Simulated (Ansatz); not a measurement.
```xyz
8

Ge    0.2387    0.0367   -0.1554
H     0.0372    0.0071    1.3817
F     1.9779   -0.0683   -0.4092
F    -0.1793    1.6221   -0.7693
H    -0.4026   -1.0572   -1.0308
O    -2.4877   -0.0516    1.0129
H    -2.7917   -0.9833    1.0430
H    -1.7991   -0.0123    1.7277
```

Not at a stationary point (largest force 0.8 eV/Å).

The calculation used RKS BLYP/def2-SVP (Ansatz).

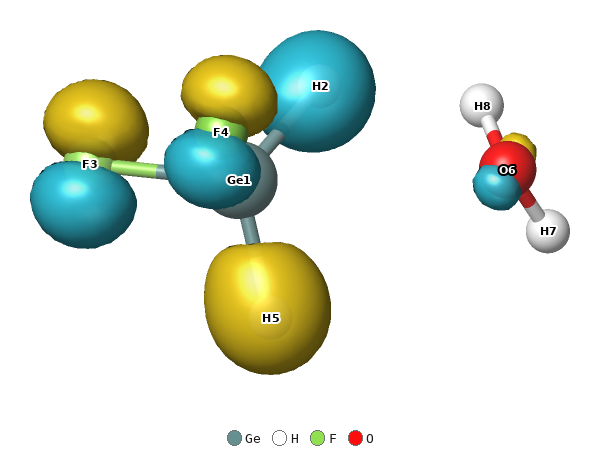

F$_{2}$GeH$_{2}$···H$_{2}$O. The HOMO−1 at ±0.2 Å⁻³ᐟ² (yellow and cyan are the two phases), seen across its widest extent.

### What is the character of this orbital?

By Hirshfeld shares it lies mainly on F3 (about 30 %), F4 (about 20 %), Ge1 (about 20 %), H5 (about 15 %) and H2 (about 15 %). Its energy is −7.96 eV.
